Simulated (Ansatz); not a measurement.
```xyz
6

B    -0.0048    0.2488   -0.0078
H    -0.0035    0.4126    1.1856
H     1.0517    0.2402   -0.6008
H    -1.0650    0.1727   -0.5896
Cl    0.0921   -2.6064    1.0697
H     0.0584   -1.3916    1.6326
```

Not at a stationary point (largest force 1.0 eV/Å).

Computed with RKS PBE-D4/def2-SVP (Ansatz).

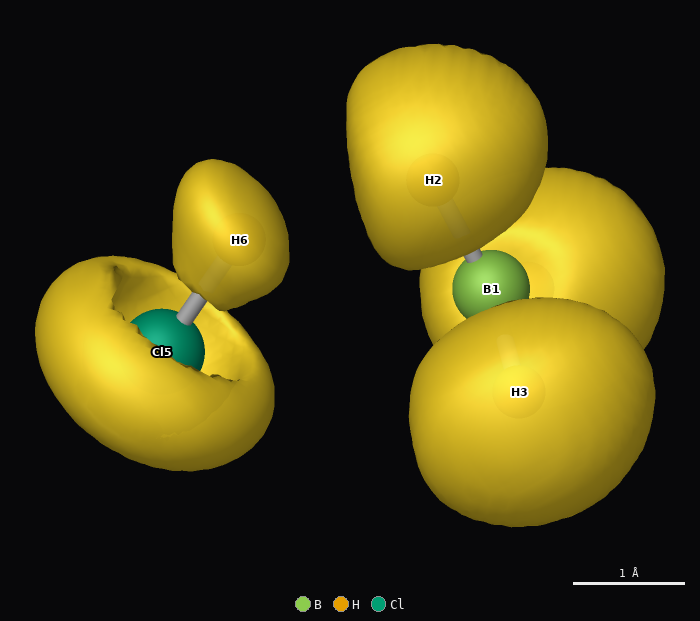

BH3···HCl. Isosurface of the electron localisation function at 0.85 (yellow), seen at a tilt. Core shells and regions of very low density are left out.

> What do the ELF domains correspond to?

The surface consists of four regions around hydrogen nuclei and one region wrapped around Cl (its lone pairs, merged into a ring or cap). Profiles from the grid: B1···H6 (2.32 Å): the ELF dips to about 0.10 between them. B–H (1.20 Å): the ELF climbs to about 1 towards the hydrogen, as it does in any bond to H; an ordinary covalent bond to hydrogen.
